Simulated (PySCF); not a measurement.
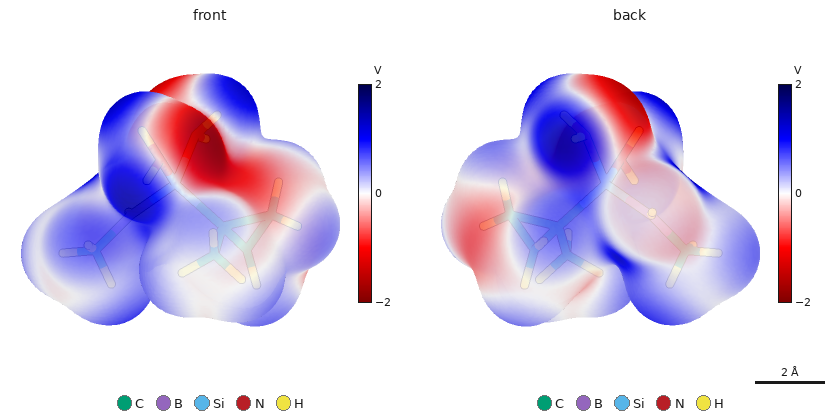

Figure. C₅H₁₅BN₂Si (SMILES CB[Si](N)(N)C1(C)CC1). The electrostatic potential painted on the density surface at 0.002 e/bohr³, seen from the front and from behind; red is negative and blue positive.

Geometry: GFN2-xTB.

Theory: PySCF 2.14.0, PBE0/pcSseg-1, SCF density, gas phase, non-relativistic.

```xyz
24

C     2.7042    1.1829    0.2169
B     2.0407    0.1413   -0.7531
Si    0.4644   -0.8984   -0.1998
N     0.3843   -1.6415    1.3781
N     0.2865   -2.3108   -1.1996
C    -1.0660    0.2602   -0.2146
C    -1.3254    1.0502    1.0488
C    -2.2719   -0.1402   -1.0164
C    -1.3803    0.9522   -1.5132
H     3.7704    1.3298    0.0521
H     2.2358    2.1466   -0.0016
H     2.5453    0.9969    1.2773
H     2.4790    0.0900   -1.8416
H     0.9545   -2.4611    1.5132
H     0.4792   -1.0384    2.1785
H     0.3219   -2.1903   -2.1978
H    -0.4493   -2.9580   -0.9634
H    -1.5543    0.3764    1.8719
H    -0.4471    1.6348    1.3202
H    -2.1649    1.7333    0.9232
H    -3.2497    0.1310   -0.6439
H    -2.2597   -1.0865   -1.5363
H    -1.7531    1.9671   -1.4847
H    -0.7562    0.7522   -2.3731
```

Q: Where is the surface potential most negative and most positive?

A: The most negative region (about −1.7 V) lies over N4, the most positive (about +1.4 V) over B2, H15 and H16. N4 is the likeliest acceptor of a hydrogen bond.

Q: What dipole moment does the calculation give?

A: Its dipole moment is 0.70 D.
